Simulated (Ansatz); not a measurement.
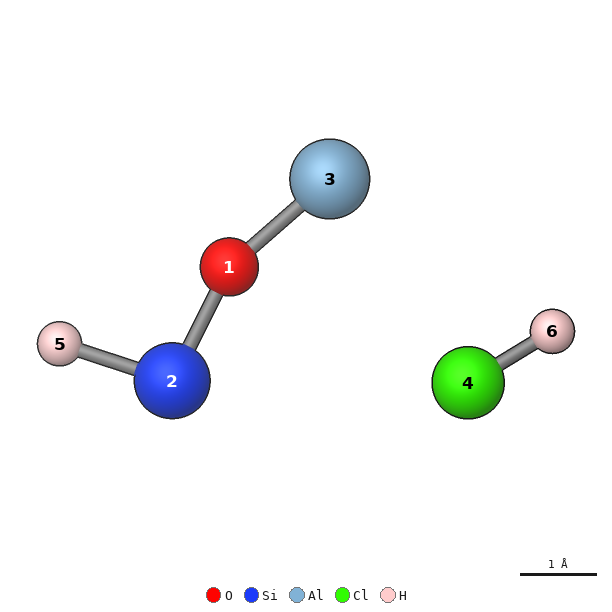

Orthographic view. Distant atoms are faded towards the background colour. The geometry was computed by an optimisation with PBE-D4/def2-SVP. No frequency run is at hand to confirm it as a minimum.

Give the distance matrix in Å.

```tsv
atom	O1	Si2	Al3	Cl4	H5	H6
O1	0.00					
Si2	1.68	0.00				
Al3	1.76	3.37	0.00			
Cl4	3.50	3.90	3.25	0.00		
H5	2.46	1.57	4.17	5.41	0.00	
H6	4.34	5.05	3.56	1.30	6.50	0.00
```
